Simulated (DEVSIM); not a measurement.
System: Co/Si3N4/p-GaAs capacitor, at 300 K.

```
layer (left to right)  material  thickness (nm)  Na (cm⁻³)
---------------------  --------  --------------  ---------
1                         Si3N4            14.0          -
2                          GaAs            2500     6.9e16
```

Metal gate on the left, work function 5 eV. Fixed charge at the semiconductor interface -1.65e12 cm⁻² (in units of +e); interface traps 8.7e10 cm⁻² eV⁻¹, uniform in energy, neutral level at 0.5 of the gap above the valence band.

The device is made up for the run: typed textbook-type constants, with dimensions and the other settings drawn at random. Values at 300 K.

| parameter | Si3N4 | GaAs |
|---|---|---|
| gap (eV) | 5.1 | 1.424 |
| affinity (eV) | 2.1 | 4.07 |
| permittivity | 7.5 | 12.9 |
| Nc (cm⁻³) | - | 4.7e17 |
| Nv (cm⁻³) | - | 9e18 |

DEVSIM, 1D Poisson equation in equilibrium, Boltzmann statistics, complete ionisation; no quantum confinement or tunnelling. Metal contacts follow the ideal Schottky-Mott rule: no Fermi-level pinning, no interface dipoles.

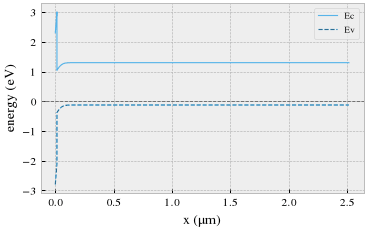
*Band edges at 0.6 V on the gate*

Energies count from the Fermi level of the right contact; mesh points crowd at the junctions.

```csv
x (μm),Ec (eV),Ev (eV),n (cm⁻³),p (cm⁻³),field (V/cm)
0.000,2.300,-2.800,< 1e2,< 1e2,510000
0.001353,2.369,-2.732,< 1e2,< 1e2,510000
0.003862,2.496,-2.604,< 1e2,< 1e2,510000
0.008503,2.731,-2.369,< 1e2,< 1e2,510000
0.01252,2.934,-2.166,< 1e2,< 1e2,510000
0.01393,3.006,-2.094,< 1e2,< 1e2,510000
0.01520,1.047,-0.377,< 1e2,4.2e12,66000
0.01983,1.077,-0.347,< 1e2,1.3e13,62000
0.02807,1.124,-0.300,< 1e2,8.3e13,54000
0.04718,1.209,-0.215,< 1e2,2.2e15,35000
0.08768,1.286,-0.138,< 1e2,4.3e16,6900
0.2341,1.298,-0.126,< 1e2,6.9e16,≈ 0
0.4949,1.298,-0.126,< 1e2,6.9e16,≈ 0
1.100,1.298,-0.126,< 1e2,6.9e16,≈ 0
1.996,1.298,-0.126,< 1e2,6.9e16,≈ 0
2.285,1.298,-0.126,< 1e2,6.9e16,≈ 0
2.410,1.298,-0.126,< 1e2,6.9e16,≈ 0
2.468,1.298,-0.126,< 1e2,6.9e16,≈ 0
2.499,1.298,-0.126,< 1e2,6.9e16,≈ 0
2.508,1.298,-0.126,< 1e2,6.9e16,≈ 0
2.512,1.298,-0.126,< 1e2,6.9e16,≈ 0
2.514,1.298,-0.126,< 1e2,6.9e16,≈ 0
```
